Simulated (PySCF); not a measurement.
# One shape, several levels: singlet [N2H3]+

Aim: a comparison of 6 runs (HF/3-21G, B3LYP/def2-TZVP, BHLYP/def2-TZVP, CAM-B3LYP/def2-TZVP, PBE0/def2-TZVP, SVWN5/def2-TZVP) of singlet [N2H3]+. The job is set up through a Python script.

Program for the calculation: PySCF 2.14.0.

4 further runs of the same task are left out: 4 set aside as unsound or not needed.

## 1. Starting point

[N2H3]+ has 5 atoms, charge +1, and is taken as a singlet. SMILES of the parent species: `[NH]N`. The coordinates come from a PBE0-D4/def2-TZVP relaxation. This is one conformer, not always the lowest. That shape belongs to the parent species and isn't relaxed for this state.

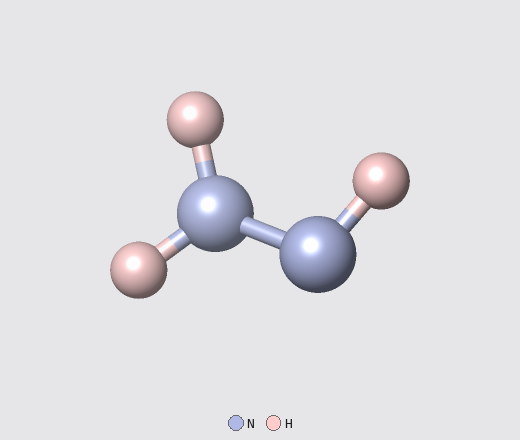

Viewed from a chosen angle; nitrogen light blue, hydrogen pink.

## 2. A single-point energy at HF/3-21G (run 1)

Contents of input.py:

```python
from pyscf import gto

mol = gto.M(
    atom='''
N     -0.187600    -0.818050     0.454040
N     -0.128660     0.235610    -0.368450
H      0.759840    -0.951450     0.811270
H     -1.030950     0.592300    -0.640030
H      0.587360     0.941580    -0.256830
''',
    max_memory=1860,
    basis='3-21g',
    charge=1,
    verbose=3,
)

mf = mol.RHF()
mf.conv_tol = 1e-10
mf.kernel()
if not mf.converged:
    mf = mf.newton().run(mf.mo_coeff, mf.mo_occ)

etot = mf.e_tot
print('E(%s) = %.9f' % ('HF', etot))
```

Started as:

```bash
$ OMP_NUM_THREADS=1 python input.py
```

Output:

```text
converged SCF energy = -109.651831729575
E(HF) = -109.651831730
```

Run time: 0.6 s. Hardware: 1 thread of Arm Neoverse V2, shared host; peak memory 0.12 GiB.

## 3. The energy at B3LYP/def2-TZVP (run 2)

Contents of start.xyz:

```xyz
5
H3N2
N     -0.187600    -0.818050     0.454040
N     -0.128660     0.235610    -0.368450
H      0.759840    -0.951450     0.811270
H     -1.030950     0.592300    -0.640030
H      0.587360     0.941580    -0.256830
```

Contents of run.py:

```python
from pyscf import gto, dft

system = gto.Mole()
system.atom = 'start.xyz'
system.max_memory = 1860
system.verbose = 3
system.charge = 1
system.basis = 'def2-tzvp'
system.build()

mf = dft.RKS(system, xc='b3lyp')
mf.grids.level = 5
mf.conv_tol = 1e-10
mf.kernel()
if not mf.converged:
    mf = mf.newton().run(mf.mo_coeff, mf.mo_occ)

energy = mf.e_tot
print('E = %.10f Eh' % energy)
```

Started as:

```bash
$ OMP_NUM_THREADS=1 python run.py
```

Output:

```text
converged SCF energy = -110.971402563263
E = -110.9714025633 Eh
```

Wall time 6.6 s (1 thread of Arm Neoverse V2, shared host); peak memory 0.38 GiB.

Run 3 isn't shown in full; the table further down has it.

## 4. The energy at CAM-B3LYP/def2-TZVP (run 4)

Contents of job.py:

```python
from pyscf import gto, dft

system = gto.Mole()
system.atom = '''
N   -0.187600  -0.818050   0.454040
N   -0.128660   0.235610  -0.368450
H    0.759840  -0.951450   0.811270
H   -1.030950   0.592300  -0.640030
H    0.587360   0.941580  -0.256830
'''
system.spin = 0
system.basis = 'def2-tzvp'
system.charge = 1
system.max_memory = 1860
system.verbose = 4
system.build()

mf = dft.RKS(system)
mf.xc = 'cam-b3lyp'
mf.grids.level = 5
mf.conv_tol = 1e-10
mf.kernel()
if not mf.converged:
    mf = mf.newton().run(mf.mo_coeff, mf.mo_occ)

e_final = mf.e_tot
print('E = %.10f Eh' % e_final)
```

Started as:

```bash
$ OMP_NUM_THREADS=1 python job.py
```

Output:

```text
PySCF version 2.14.0

[... 77 lines left out ...]
converged SCF energy = -110.916595647907
E = -110.9165956479 Eh
```

Run time: 11 s. Hardware: 1 thread of Arm Neoverse V2, shared host; peak memory 0.38 GiB.

Run 5 isn't shown in full; the table further down has it.

## 5. The energy at SVWN5/def2-TZVP (run 6)

Contents of calc.py:

```python
from pyscf import gto, dft

mol = gto.M(
    atom='''
N     -0.354513    -1.545890     0.858011
N     -0.243132     0.445238    -0.696270
H      1.435889    -1.797980     1.533078
H     -1.948213     1.119285    -1.209481
H      1.109950     1.779328    -0.485338
''',
    unit='bohr',
    basis='def2-tzvp',
    verbose=3,
    charge=1,
    max_memory=1860,
)

mf = dft.RKS(mol, xc='svwn')
mf.conv_tol = 1e-10
mf.grids.level = 5
mf.kernel()
if not mf.converged:
    mf = mf.newton().run(mf.mo_coeff, mf.mo_occ)

e_tot = mf.e_tot
print('E(%s) = %.9f' % ('SVWN5', e_tot))
```

Started as:

```bash
$ OMP_NUM_THREADS=1 python calc.py
```

Output:

```text
converged SCF energy = -110.061481018153
E(SVWN5) = -110.061481018
```

It took 4.5 s on 1 thread of Arm Neoverse V2, shared host; peak memory 0.25 GiB.

## 6. The series

```tsv
run	level	integration grid	energy (Eh)	HOMO energy (eV)	LUMO energy (eV)	HOMO–LUMO gap (eV)	wall time
1	HF/3-21G	–	-109.651832	-22.09	-6.45	15.64	0.6 s
2	B3LYP/def2-TZVP	5	-110.971403	-17.31	-11.71	5.60	6.6 s
3	BHLYP/def2-TZVP	5	-110.897327	-19.38	-9.97	9.40	7.5 s
4	CAM-B3LYP/def2-TZVP	5	-110.916596	-19.12	-10.08	9.04	11 s
5	PBE0/def2-TZVP	5	-110.840756	-17.57	-11.39	6.18	6.6 s
6	SVWN5/def2-TZVP	5	-110.061481	-15.74	-12.91	2.83	4.5 s
```

## 7. Outcome

| quantity | value |
| --- | --- |
| run 6: total energy | -110.06148 Eh |
| run 6: HOMO energy | -15.74 eV |
| run 6: LUMO energy | -12.91 eV |
| run 6: HOMO–LUMO gap | 2.83 eV |

What this shows: The HOMO–LUMO gap runs from 2.83 eV (SVWN5/def2-TZVP) to 15.64 eV (HF/3-21G). The two ends differ in method and basis. Totals of different functionals can't be ranked against each other. All runs together took 37 s, the longest 11 s.
